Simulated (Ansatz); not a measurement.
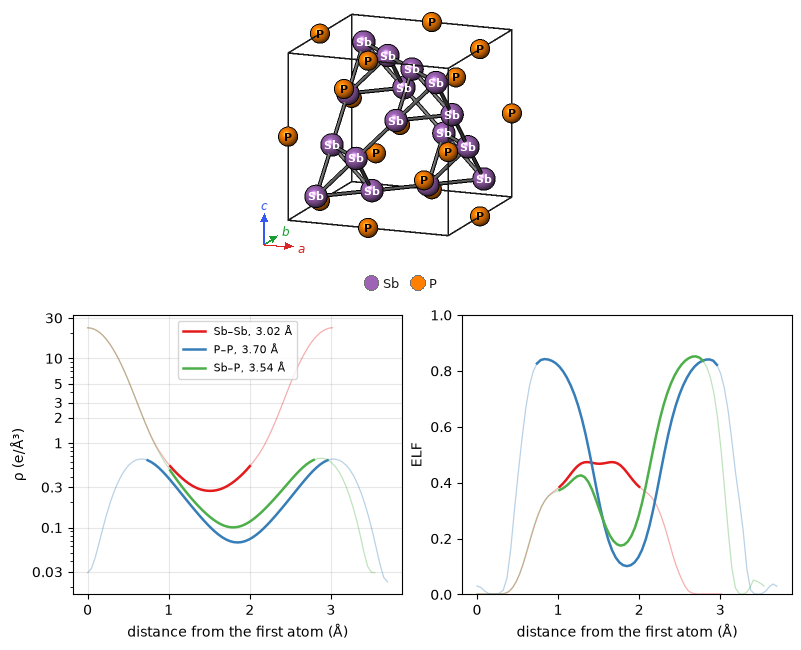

The picture shows: Sb2P. Valence charge density (pseudo) and ELF along straight lines between neighbouring atoms. Thin, pale parts lie inside the atomic spheres. The structure is drawn too.

Space group Fd-3m; started from the cubic Laves (C15)_227 prototype, which need not be the ambient phase.

Theory: Ansatz 0.2.0, DFT r2SCAN, scalar-relativistic, plane waves, PAW.

In a PAW calculation such maps are meaningful between the atoms, not at the nuclei.

```
CELL_PARAMETERS angstrom
8.54027 0.00000 0.00000
0.00000 8.54027 0.00000
0.00000 0.00000 8.54027
ATOMIC_POSITIONS crystal
Sb 0.12500 0.12500 0.12500
Sb 0.62500 0.62500 0.12500
Sb 0.62500 0.12500 0.62500
Sb 0.12500 0.62500 0.62500
Sb 0.12500 0.37500 0.37500
Sb 0.62500 0.87500 0.37500
Sb 0.62500 0.37500 0.87500
Sb 0.12500 0.87500 0.87500
Sb 0.37500 0.37500 0.12500
Sb 0.87500 0.87500 0.12500
Sb 0.87500 0.37500 0.62500
Sb 0.37500 0.87500 0.62500
Sb 0.37500 0.12500 0.37500
Sb 0.87500 0.62500 0.37500
Sb 0.87500 0.12500 0.87500
Sb 0.37500 0.62500 0.87500
P 0.50000 0.00000 0.00000
P 0.00000 0.50000 0.00000
P 0.00000 0.00000 0.50000
P 0.50000 0.50000 0.50000
P 0.75000 0.25000 0.25000
P 0.25000 0.75000 0.25000
P 0.25000 0.25000 0.75000
P 0.75000 0.75000 0.75000
```

What can be read from the curves?

Answer. Sb–Sb (3.02 Å): ρ at the midpoint is about 0.27 e/Å³; the ELF is about 0.45 at the midpoint.
P–P (3.70 Å): ρ is about 0.07 e/Å³ halfway; the ELF is about 0.10 at the midpoint; no shared electron pair shows on this line.
Sb–P (3.54 Å): the density is about 0.1 e/Å³ at the midpoint; the ELF is about 0.15 at the midpoint (no localised pair shows between them).
